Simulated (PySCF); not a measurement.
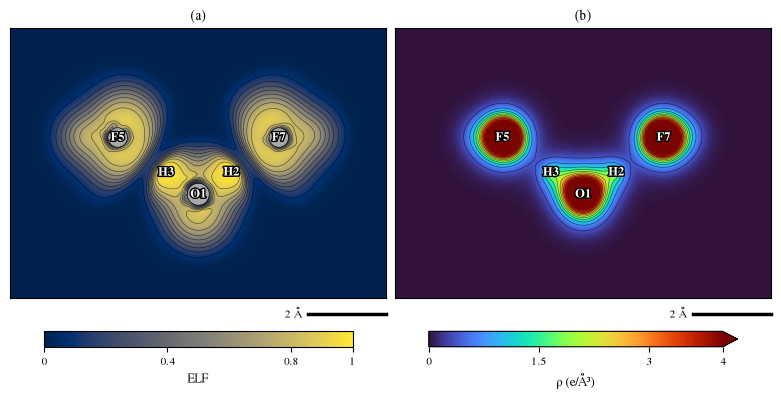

Figure 1: H3O···HF···HF (SMILES [OH3+].F.F) (charge +1). (a) ELF; (b) electron density on the plane of atoms H2, O1 and H3. Grey discs cover the atomic cores in the ELF map.

Geometry: PBE0-D3(BJ)/def2-TZVPD.

Theory: PySCF 2.14.0, wB97M-D3(BJ)/def2-TZVPD, SCF density, gas phase.

Input file:

```
{"job": {"kind": "inter", "xc": "wB97M-D3(BJ)", "basis": "def2-TZVPD", "pairs": true}, "charge": 1, "multiplicity": 1, "parts": [{"atoms": "0-3", "charge": 1, "multiplicity": 1}, {"atoms": "4-5", "charge": 0, "multiplicity": 1}, {"atoms": "6-7", "charge": 0, "multiplicity": 1}]}
O      0.066501    -0.099606     0.213728
H     -0.218631    -1.045289     0.014755
H      0.157058     0.459235    -0.618771
H      0.882266    -0.081739     0.740821
F      0.360635     1.222613    -1.922395
H     -0.009391     2.030467    -2.201534
F     -0.552180    -2.483882    -0.345849
H     -1.284531    -3.003506    -0.098326
```

Command:

```sh
OMP_NUM_THREADS=1 python cluster_run.py task.json out
```

What do the fields say about this system?

- Atoms in the plane: O, H and F.
- F7···H2 (1.52 Å): the density falls to about 0.39 e/Å³ on the way; the ELF dips to about 0.15 between them: a closed-shell contact with the geometry of a hydrogen bond.
- The ELF also peaks beside F5 and F7, away from the bonds: lone-pair regions.
